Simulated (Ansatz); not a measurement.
## Molecular dynamics of C3H8BN

C3H8BN, SMILES BNCC=C, computed with RKS r2SCAN-d3bj/6-31G* (Ansatz 0.2.0).

The geometry comes from this level: PBE0-D4/def2-TZVP. Figures and captions count atoms from 1; the log counts them from 0 in places.

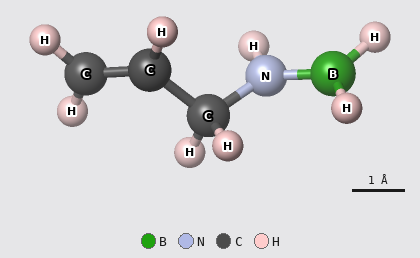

The structure as given in the input (ball-and-stick view, seen on its broad side). Bond lengths as drawn: B–H 1.20 Å, B–N 1.38 Å, C–C 1.32 to 1.50 Å, C–H 1.08 to 1.10 Å, C–N 1.45 Å and H–N 1.01 Å.

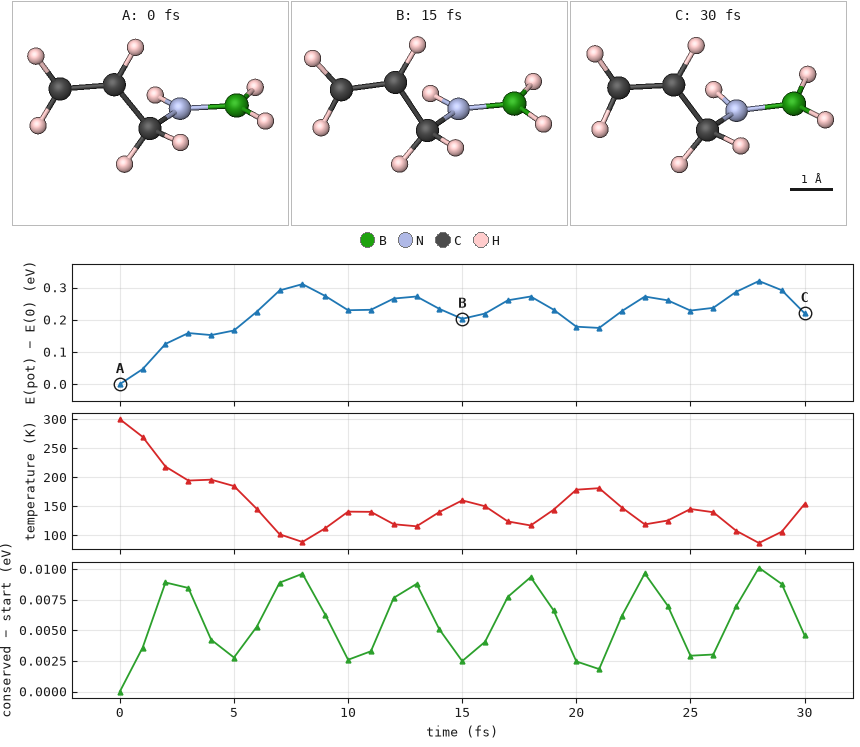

Frames of the molecular dynamics (ball-and-stick, seen at a tilt) above the curves, on which the letters mark them. The trajectory kept here has 31 frames over 30 fs. The temperature starts at 300 K, ranges from 87 to 300 K and averages 137 K over the second half. The potential energy ends 0.220 eV above its first value. The conserved quantity stays within 0.01 eV. After an unweighted best fit of the last frame on the first, the root-mean-square displacement is 0.14 Å, and H6 has moved furthest (0.28 Å).

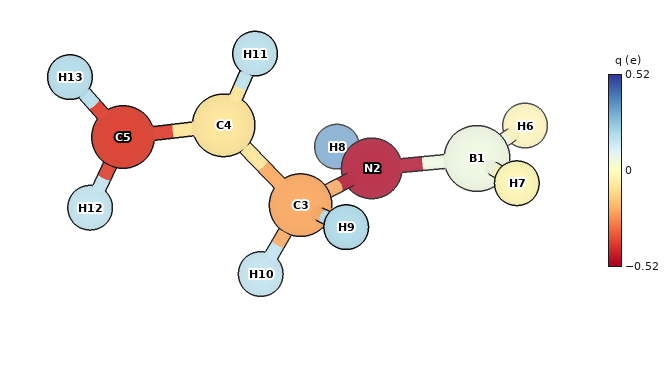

Mulliken charges, as the colour of each atom (ball-and-stick view, seen at a tilt; atoms are numbered from 1 in the order of the input). By element: B +0.06, N −0.50, C −0.39 to −0.08 and H −0.04 to +0.34 e.

The input and output of the run follow.

Input
```yaml
crystal:
  periodic: [false, false, false]
  atoms:
    - {symbol: B, position_ang: [-0.599912, 1.526968, 1.749531]}
    - {symbol: N, position_ang: [-0.715082, 0.463957, 0.870923]}
    - {symbol: C, position_ang: [-0.165351, 0.374673, -0.467584]}
    - {symbol: C, position_ang: [0.814209, -0.747309, -0.599022]}
    - {symbol: C, position_ang: [0.692261, -1.746337, -1.460637]}
    - {symbol: H, position_ang: [-1.101875, 1.438040, 2.832315]}
    - {symbol: H, position_ang: [-0.002149, 2.504634, 1.398599]}
    - {symbol: H, position_ang: [-1.201453, -0.372564, 1.157957]}
    - {symbol: H, position_ang: [0.325050, 1.329635, -0.677049]}
    - {symbol: H, position_ang: [-0.965848, 0.248744, -1.205569]}
    - {symbol: H, position_ang: [1.662407, -0.714180, 0.081623]}
    - {symbol: H, position_ang: [-0.150958, -1.802393, -2.142809]}
    - {symbol: H, position_ang: [1.429002, -2.538568, -1.523479]}
basis:
  gaussian: {orbitals: "6-31G*"}
hamiltonian: {xc: {name: r2SCAN}, dispersion: d3bj}
md: {timestep: 1 fs, n_steps: 30, ensemble: nvt_nose_hoover, temperature: 300, initial_velocities: maxwell_boltzmann, seed: 247}
```

Launched with:
```bash
ansatz run in.yaml --threads 4 --pin off --events-out ev --progress --plain --max-ram 10444MiB
```

What the program printed
```
Warning: the engine holds no damping parameters fitted to this dispersion correction and functional, so the run takes those fitted to r2scan beside the three-body term, which d3bj leaves out (hamiltonian.dispersion, under Limitations)
Functional definition: r2SCAN
  name "r2SCAN"
  cite "Furness, Kaplan, Ning, Perdew & Sun, J. Phys. Chem. Lett. 11, 8208 (2020) doi:10.1021/acs.jpclett.0c02405"
  cite "Furness, Kaplan, Ning, Perdew & Sun, J. Phys. Chem. Lett. 11, 9248 (2020) doi:10.1021/acs.jpclett.0c03077"
  parent r2scan
  parameter k0 = 0.174
  parameter k1 = 0.065
  parameter a1 = 4.9479
  exchange = r2scan_x(k0 = k0, k1 = k1, a1 = a1)
  correlation = r2scan_c
1174 factors; their error is unknown
mean field evaluation 1: about -5396.6499 eV, gradient 5.6e1 eV
mean field evaluation 2: about -5388.3589 eV, gradient 8.1e1 eV
mean field evaluation 4: about -5404.1057 eV, gradient 4.2e0 eV
mean field evaluation 8: about -5404.1553 eV, gradient 2.1e-1 eV
mean field evaluation 16: about -5404.0628 eV, gradient 4.8e-4 eV
mean field -5404.06282860 eV, -198.5956459457 hartree, gradient 7.5e-5 eV, S^2 0.000000; 0 other end points of the search recorded, 0 dependent functions left out
the calculation of the forces begins
reference -5404.06283631 eV, -198.5956462289 hartree; 19, 19 occupied and 72, 72 virtual orbitals, 1174 factors
md step     0: t =     0.00 fs  T =   300.0 K  F+E_penalty+E_count = -5404.13228270 eV  E_kin = 0.426558 eV  conserved = -5403.70572470 eV  (28 SCF iters)
these checks for a lower state are left out or cut short: starts, cluster_reference, orbital_swaps, neighbouring_geometries, increment
1174 factors; their error is unknown
mean field -5404.01595060 eV, -198.5939232110 hartree, gradient 1.1e-5 eV, S^2 0.000000; 0 other end points of the search recorded, 0 dependent functions left out
the calculation of the forces begins
reference -5404.01595830 eV, -198.5939234940 hartree; 19, 19 occupied and 72, 72 virtual orbitals, 1174 factors
md step     1: t =     1.00 fs  T =   269.6 K  F+E_penalty+E_count = -5404.08548900 eV  E_kin = 0.383357 eV  conserved = -5403.70213258 eV  (31 SCF iters)
[... from here on the SCF iterations and repeated set-up lines of each step are left out, up to the last step ...]
md step     2: t =     2.00 fs  T =   218.4 K  F+E_penalty+E_count = -5404.00733655 eV  E_kin = 0.310525 eV  conserved = -5403.69682068 eV  (32 SCF iters)
md step     3: t =     3.00 fs  T =   194.4 K  F+E_penalty+E_count = -5403.97363876 eV  E_kin = 0.276402 eV  conserved = -5403.69726851 eV  (33 SCF iters)
md step     4: t =     4.00 fs  T =   195.9 K  F+E_penalty+E_count = -5403.97995970 eV  E_kin = 0.278535 eV  conserved = -5403.70149599 eV  (33 SCF iters)
md step     5: t =     5.00 fs  T =   184.9 K  F+E_penalty+E_count = -5403.96573141 eV  E_kin = 0.262913 eV  conserved = -5403.70294844 eV  (33 SCF iters)
md step     6: t =     6.00 fs  T =   145.6 K  F+E_penalty+E_count = -5403.90729279 eV  E_kin = 0.207058 eV  conserved = -5403.70043340 eV  (32 SCF iters)
md step     7: t =     7.00 fs  T =   101.9 K  F+E_penalty+E_count = -5403.84141774 eV  E_kin = 0.144846 eV  conserved = -5403.69683936 eV  (32 SCF iters)
md step     8: t =     8.00 fs  T =    88.6 K  F+E_penalty+E_count = -5403.82175422 eV  E_kin = 0.125984 eV  conserved = -5403.69610898 eV  (33 SCF iters)
md step     9: t =     9.00 fs  T =   112.3 K  F+E_penalty+E_count = -5403.85866055 eV  E_kin = 0.159635 eV  conserved = -5403.69946043 eV  (33 SCF iters)
md step    10: t =    10.00 fs  T =   140.8 K  F+E_penalty+E_count = -5403.90278808 eV  E_kin = 0.200233 eV  conserved = -5403.70313240 eV  (32 SCF iters)
md step    11: t =    11.00 fs  T =   140.5 K  F+E_penalty+E_count = -5403.90144969 eV  E_kin = 0.199772 eV  conserved = -5403.70243597 eV  (32 SCF iters)
md step    12: t =    12.00 fs  T =   119.2 K  F+E_penalty+E_count = -5403.86658404 eV  E_kin = 0.169450 eV  conserved = -5403.69807761 eV  (32 SCF iters)
md step    13: t =    13.00 fs  T =   115.6 K  F+E_penalty+E_count = -5403.86019018 eV  E_kin = 0.164383 eV  conserved = -5403.69693942 eV  (33 SCF iters)
md step    14: t =    14.00 fs  T =   140.2 K  F+E_penalty+E_count = -5403.89862355 eV  E_kin = 0.199332 eV  conserved = -5403.70065228 eV  (33 SCF iters)
md step    15: t =    15.00 fs  T =   160.3 K  F+E_penalty+E_count = -5403.92944260 eV  E_kin = 0.227854 eV  conserved = -5403.70324061 eV  (32 SCF iters)
md step    16: t =    16.00 fs  T =   150.2 K  F+E_penalty+E_count = -5403.91320114 eV  E_kin = 0.213509 eV  conserved = -5403.70166635 eV  (33 SCF iters)
md step    17: t =    17.00 fs  T =   124.0 K  F+E_penalty+E_count = -5403.87201224 eV  E_kin = 0.176296 eV  conserved = -5403.69799432 eV  (51 SCF iters)
md step    18: t =    18.00 fs  T =   117.0 K  F+E_penalty+E_count = -5403.86022121 eV  E_kin = 0.166399 eV  conserved = -5403.69638836 eV  (33 SCF iters)
md step    19: t =    19.00 fs  T =   144.0 K  F+E_penalty+E_count = -5403.90095742 eV  E_kin = 0.204771 eV  conserved = -5403.69908765 eV  (32 SCF iters)
md step    20: t =    20.00 fs  T =   178.6 K  F+E_penalty+E_count = -5403.95390225 eV  E_kin = 0.253974 eV  conserved = -5403.70326818 eV  (32 SCF iters)
md step    21: t =    21.00 fs  T =   181.3 K  F+E_penalty+E_count = -5403.95777521 eV  E_kin = 0.257732 eV  conserved = -5403.70389345 eV  (32 SCF iters)
md step    22: t =    22.00 fs  T =   147.8 K  F+E_penalty+E_count = -5403.90532014 eV  E_kin = 0.210123 eV  conserved = -5403.69953406 eV  (33 SCF iters)
md step    23: t =    23.00 fs  T =   118.9 K  F+E_penalty+E_count = -5403.86034663 eV  E_kin = 0.169014 eV  conserved = -5403.69608383 eV  (33 SCF iters)
md step    24: t =    24.00 fs  T =   125.5 K  F+E_penalty+E_count = -5403.87198616 eV  E_kin = 0.178434 eV  conserved = -5403.69870565 eV  (32 SCF iters)
md step    25: t =    25.00 fs  T =   145.4 K  F+E_penalty+E_count = -5403.90387728 eV  E_kin = 0.206698 eV  conserved = -5403.70280093 eV  (32 SCF iters)
md step    26: t =    26.00 fs  T =   139.8 K  F+E_penalty+E_count = -5403.89539307 eV  E_kin = 0.198827 eV  conserved = -5403.70270262 eV  (33 SCF iters)
md step    27: t =    27.00 fs  T =   108.0 K  F+E_penalty+E_count = -5403.84578392 eV  E_kin = 0.153611 eV  conserved = -5403.69877682 eV  (33 SCF iters)
md step    28: t =    28.00 fs  T =    86.8 K  F+E_penalty+E_count = -5403.81211290 eV  E_kin = 0.123484 eV  conserved = -5403.69561945 eV  (33 SCF iters)
md step    29: t =    29.00 fs  T =   106.3 K  F+E_penalty+E_count = -5403.84067017 eV  E_kin = 0.151115 eV  conserved = -5403.69694823 eV  (33 SCF iters)
these checks for a lower state are left out or cut short: starts, cluster_reference, orbital_swaps, neighbouring_geometries, increment
1174 factors; their error is unknown
mean field -5403.84210420 eV, -198.5875344737 hartree, gradient 1.2e-5 eV, S^2 0.000000; 0 other end points of the search recorded, 0 dependent functions left out
the calculation of the forces begins
reference -5403.84211185 eV, -198.5875347548 hartree; 19, 19 occupied and 72, 72 virtual orbitals, 1174 factors
1174 factors; their error is unknown
mean field evaluation 256: about -5403.9324 eV, gradient 2.9e-4 eV
mean field -5403.84210420 eV, -198.5875344737 hartree, gradient 1.2e-5 eV, S^2 0.000000; 1 other end points of the search recorded, 0 dependent functions left out
the calculation of the forces begins
reference -5403.84211185 eV, -198.5875347548 hartree; 19, 19 occupied and 72, 72 virtual orbitals, 1174 factors
md step    30: t =    30.00 fs  T =   154.0 K  F+E_penalty+E_count = -5403.91209787 eV  E_kin = 0.218923 eV  conserved = -5403.70113670 eV  (51 SCF iters)
Total energy: -5403.91210552 eV, -198.5901069745 hartree
Atom 0 at    -0.560762     1.500226     1.751662 Å, force     0.235034    -0.765273     0.414609 eV/Å
Atom 1 at    -0.743489     0.464402     0.816174 Å, force     0.046028     0.669455     1.496865 eV/Å
Atom 2 at    -0.183761     0.384500    -0.498020 Å, force    -0.293458     0.977536    -1.091259 eV/Å
Atom 3 at     0.817830    -0.715524    -0.580518 Å, force     0.305234    -0.484006     0.742206 eV/Å
Atom 4 at     0.683860    -1.754433    -1.412126 Å, force    -0.188912     1.017649    -0.697423 eV/Å
Atom 5 at    -0.857925     1.194890     2.901315 Å, force    -0.088482     0.465268    -0.478864 eV/Å
Atom 6 at     0.002994     2.526655     1.452659 Å, force    -0.257556    -0.140328    -0.063554 eV/Å
Atom 7 at    -1.065983    -0.411594     1.207219 Å, force    -0.168609    -0.230462    -0.244700 eV/Å
Atom 8 at     0.248264     1.409852    -0.674457 Å, force    -0.221530    -0.865054    -0.217505 eV/Å
Atom 9 at    -0.994141     0.183001    -1.242243 Å, force     0.471887     0.301163     0.162331 eV/Å
Atom 10 at     1.571014    -0.717388     0.234208 Å, force    -0.257572    -0.030332    -0.476152 eV/Å
Atom 11 at    -0.047201    -1.641178    -2.241812 Å, force     0.318807    -0.559380     0.574078 eV/Å
Atom 12 at     1.388371    -2.569659    -1.413233 Å, force     0.099128    -0.356234    -0.120632 eV/Å
Dipole moment:     0.016810    -0.309383    -0.237538 e Å
```

Trajectory as extended XYZ (Å, eV, eV/Å), 8 of the 31 frames kept, from step=0 to step=30
```
13
Properties=species:S:1:pos:R:3:forces:R:3 step=0 time_fs=0.0 energy=-5404.13228 temperature=300.0
B    -0.5999    1.5270    1.7495    0.0207   0.2359   0.2196
N    -0.7151    0.4640    0.8709   -0.0210   0.0394   0.0330
C    -0.1654    0.3747   -0.4676    0.0470   0.0268  -0.1911
C     0.8142   -0.7473   -0.5990    0.1104   0.2495   0.2833
C     0.6923   -1.7463   -1.4606   -0.0458  -0.3504  -0.2886
H    -1.1019    1.4380    2.8323   -0.0368  -0.0184   0.0684
H    -0.0021    2.5046    1.3986    0.0385   0.0531  -0.0347
H    -1.2015   -0.3726    1.1580   -0.1172  -0.2365   0.0494
H     0.3251    1.3296   -0.6770    0.0390   0.1396  -0.0056
H    -0.9658    0.2487   -1.2056   -0.1314  -0.0152  -0.1118
H     1.6624   -0.7142    0.0816    0.1121   0.0257   0.1145
H    -0.1510   -1.8024   -2.1428   -0.1098  -0.0264  -0.1074
H     1.4290   -2.5386   -1.5235    0.0942  -0.1229  -0.0291
13
Properties=species:S:1:pos:R:3:forces:R:3 step=4 time_fs=4.0 energy=-5403.97996 temperature=195.9
B    -0.5793    1.5173    1.7664   -0.8569  -0.3747  -0.2938
N    -0.7067    0.4518    0.8442   -0.3199   0.8143   1.6038
C    -0.1590    0.3778   -0.4939   -0.6869  -0.6840   0.4254
C     0.8025   -0.7533   -0.5650    0.4483   0.6413  -0.3534
C     0.6896   -1.7215   -1.4613    0.8274  -1.2485   0.4545
H    -1.1267    1.4563    2.8740    0.4993  -0.1318  -0.7005
H    -0.0825    2.5236    1.3457    0.2635   0.0468   0.1581
H    -1.2001   -0.3846    1.1534    0.1834   0.0126  -0.2306
H     0.2820    1.3433   -0.7065    0.2697   0.3444  -0.2157
H    -0.9710    0.1684   -1.1963   -0.1370   0.2684  -0.3142
H     1.6307   -0.6794    0.1221    0.4370  -0.1385   0.2513
H    -0.2016   -1.7631   -2.0565   -0.3018  -0.1539  -0.6751
H     1.4212   -2.5601   -1.5079   -0.6262   0.6037  -0.1098
13
Properties=species:S:1:pos:R:3:forces:R:3 step=9 time_fs=9.0 energy=-5403.85866 temperature=112.3
B    -0.5678    1.5000    1.7768   -0.2813   0.1432  -2.0954
N    -0.7007    0.4493    0.8336   -0.2198   1.1024   1.1649
C    -0.1629    0.3742   -0.5206   -0.7251   0.4200   0.4936
C     0.7988   -0.7503   -0.5278    1.1804   0.2387  -0.8254
C     0.6899   -1.7058   -1.4563   -1.4685   0.1477   0.3227
H    -1.0760    1.4474    2.8284   -0.1205  -0.2998   0.7451
H    -0.1320    2.5416    1.3191    0.2323  -0.3200   0.3450
H    -1.1673   -0.4060    1.1083    0.0179  -0.1804   0.0523
H     0.2628    1.3790   -0.7729   -0.1316  -0.7439   0.1296
H    -0.9844    0.1292   -1.2302    0.2964   0.3764   0.1380
H     1.6401   -0.6682    0.1903   -0.3815  -0.2117  -0.4435
H    -0.2591   -1.7404   -2.0486    1.0247   0.0154   0.1215
H     1.3486   -2.5391   -1.5151    0.5765  -0.6879  -0.1484
13
Properties=species:S:1:pos:R:3:forces:R:3 step=13 time_fs=13.0 energy=-5403.86019 temperature=115.6
B    -0.5653    1.4874    1.7581   -0.6537   0.2445   0.0544
N    -0.6994    0.4591    0.8396   -0.4416  -0.2512  -0.3744
C    -0.1761    0.3745   -0.5339   -0.0677  -0.5377   1.5762
C     0.8104   -0.7439   -0.5103   -0.4894  -0.1938  -2.1977
C     0.6763   -1.6956   -1.4464    1.9997  -1.3888   1.4357
H    -1.0324    1.3936    2.8668    0.1861  -0.1736  -0.1233
H    -0.1291    2.5151    1.3500    0.3835   0.2446   0.0091
H    -1.1278   -0.4360    1.0735    0.0428   0.2286   0.3046
H     0.2399    1.3188   -0.8138    0.5512   0.8849  -0.0351
H    -0.9608    0.1560   -1.2472   -0.4969  -0.1168  -0.2451
H     1.6095   -0.6927    0.1930    0.6698  -0.0081   0.5313
H    -0.1794   -1.7221   -2.0516   -1.1777   0.1145  -1.1265
H     1.3498   -2.5903   -1.5417   -0.5061   0.9529   0.1907
13
Properties=species:S:1:pos:R:3:forces:R:3 step=17 time_fs=17.0 energy=-5403.87201 temperature=124.0
B    -0.5709    1.4793    1.7391   -0.1562   0.9864   1.5952
N    -0.7026    0.4668    0.8418   -0.4021  -0.9065  -1.4688
C    -0.1902    0.3716   -0.5304    0.5306   0.8172   0.3005
C     0.8193   -0.7390   -0.5168    0.1436   0.1090  -0.5591
C     0.6779   -1.6999   -1.4240   -1.4499  -0.1157  -1.1393
H    -0.9664    1.3146    2.8945    0.1835   0.0713  -0.6548
H    -0.0742    2.5135    1.3873    0.0514   0.0124  -0.0266
H    -1.0861   -0.4408    1.0841   -0.1396   0.0895   0.3898
H     0.2751    1.3398   -0.8461   -0.2604  -0.4414   0.5333
H    -0.9874    0.1738   -1.2818    0.2245  -0.0783   0.4933
H     1.6382   -0.7210    0.2388   -0.6189   0.0639  -0.5636
H    -0.1920   -1.6862   -2.1614    1.0996   0.1308   0.9927
H     1.3089   -2.5450   -1.5451    0.7938  -0.7387   0.1074
13
Properties=species:S:1:pos:R:3:forces:R:3 step=21 time_fs=21.0 energy=-5403.95777 temperature=181.3
B    -0.5780    1.4841    1.7389    0.8667   0.8330   0.1155
N    -0.7103    0.4658    0.8298   -0.4036  -0.3053  -0.4083
C    -0.1978    0.3765   -0.5213    0.7970   0.1177   0.1447
C     0.8279   -0.7330   -0.5326   -0.7581   0.1926  -0.4755
C     0.6687   -1.7091   -1.4124    1.0679  -1.0140  -0.4775
H    -0.8799    1.2427    2.8477   -0.3872   0.0765   0.6325
H    -0.0120    2.5141    1.4210   -0.3382  -0.2463  -0.0046
H    -1.0627   -0.4311    1.1486   -0.1265   0.0060  -0.0041
H     0.2846    1.3241   -0.8094   -0.2142   0.0781   0.2856
H    -0.9939    0.1784   -1.2580    0.0940  -0.0621   0.1281
H     1.6037   -0.7392    0.2262    0.0930   0.1376   0.1058
H    -0.0926   -1.6335   -2.1674   -0.5249  -0.0832  -0.2733
H     1.3508   -2.5639   -1.5272   -0.1660   0.2695   0.2312
13
Properties=species:S:1:pos:R:3:forces:R:3 step=26 time_fs=26.0 energy=-5403.89539 temperature=139.8
B    -0.5724    1.5013    1.7436    0.3314  -1.2637   0.3937
N    -0.7265    0.4608    0.8122   -0.3236   0.7850   1.7212
C    -0.1939    0.3824   -0.5066    0.5097  -0.1981  -0.2845
C     0.8257   -0.7226   -0.5606   -0.2820  -0.0862   0.3823
C     0.6737   -1.7358   -1.4061   -0.0272   0.4456  -1.1246
H    -0.8424    1.1785    2.8837   -0.2315   0.4610  -0.2480
H     0.0081    2.4899    1.4551   -0.0515   0.4868  -0.2152
H    -1.0558   -0.4102    1.2165   -0.0975  -0.1543  -0.4125
H     0.2681    1.3490   -0.7179   -0.0612   0.2181  -0.2027
H    -0.9951    0.1717   -1.2206    0.0073   0.1175  -0.3592
H     1.5816   -0.7351    0.2344   -0.0845   0.0835  -0.1685
H    -0.0617   -1.5899   -2.2268    0.2935  -0.6009   0.5569
H     1.3783   -2.5533   -1.4648    0.0170  -0.2943  -0.0390
13
Properties=species:S:1:pos:R:3:forces:R:3 step=30 time_fs=30.0 energy=-5403.91210 temperature=154.0
B    -0.5608    1.5002    1.7517    0.2350  -0.7653   0.4146
N    -0.7435    0.4644    0.8162    0.0460   0.6695   1.4969
C    -0.1838    0.3845   -0.4980   -0.2935   0.9775  -1.0913
C     0.8178   -0.7155   -0.5805    0.3052  -0.4840   0.7422
C     0.6839   -1.7544   -1.4121   -0.1889   1.0176  -0.6974
H    -0.8579    1.1949    2.9013   -0.0885   0.4653  -0.4789
H     0.0030    2.5267    1.4527   -0.2576  -0.1403  -0.0636
H    -1.0660   -0.4116    1.2072   -0.1686  -0.2305  -0.2447
H     0.2483    1.4099   -0.6745   -0.2215  -0.8651  -0.2175
H    -0.9941    0.1830   -1.2422    0.4719   0.3012   0.1623
H     1.5710   -0.7174    0.2342   -0.2576  -0.0303  -0.4762
H    -0.0472   -1.6412   -2.2418    0.3188  -0.5594   0.5741
H     1.3884   -2.5697   -1.4132    0.0991  -0.3562  -0.1206
```

Key numbers

| quantity | value |
| --- | --- |
| outcome | finished |
| mean temperature over the second half | 137 K |
| trajectory | 30 steps, 30 fs |
| ensemble | nvt_nose_hoover |
| temperature in the input | 300 K |
| time step | 1 fs |
| potential energy (last step) | −5403.9121 eV |
| mean-field energy (last step) | −5403.8421 eV |
| dispersion energy (last step) | −0.0700 eV |
| SCF solution under orbital rotations (last step) | stable |
| largest force (length of the vector) (last step) | 1.640 eV/Å |
| dipole moment (last step) | 1.88 D |
| hardware | 4 threads of Arm Neoverse V1, 23 GiB of memory available, shared host |
| wall time | 50 s (CPU time 3.1 min) |
| peak memory | 0.54 GiB |

Notes

The program warns: the dispersion correction has no parameters fitted for this combination and takes those fitted for r2SCAN with other terms. So short a trajectory is not equilibrated. The temperature stays far from the 300 K of the thermostat over the second half: the run isn't equilibrated.
